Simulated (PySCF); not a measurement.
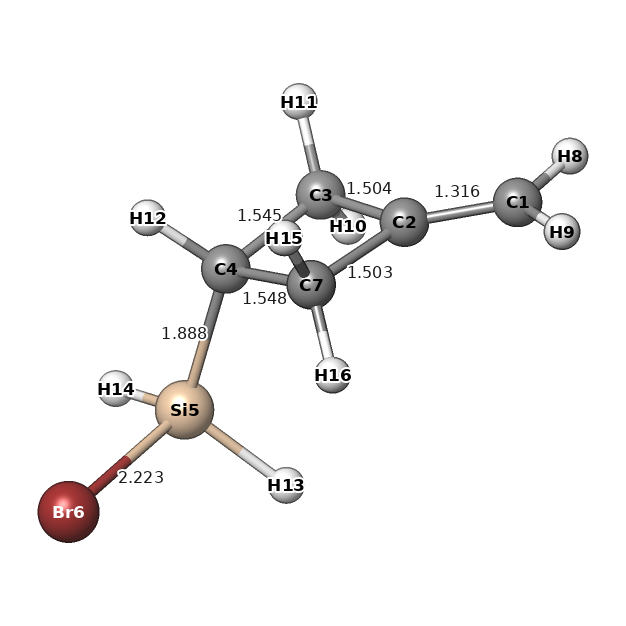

The numbers beside the sticks are distances in Å. Sticks don't show bond order. Computed geometry: GFN2-xTB optimisation. No frequency run is at hand to confirm it as a minimum.

> Which of the marked bonds are single, double, triple or aromatic?

C1–C2 double; C2–C3 single; C2–C7 single; C3–C4 single; C4–Si5 single; C4–C7 single; Si5–Br6 single.

> Write the SMILES.

C=C1CC([SiH2]Br)C1
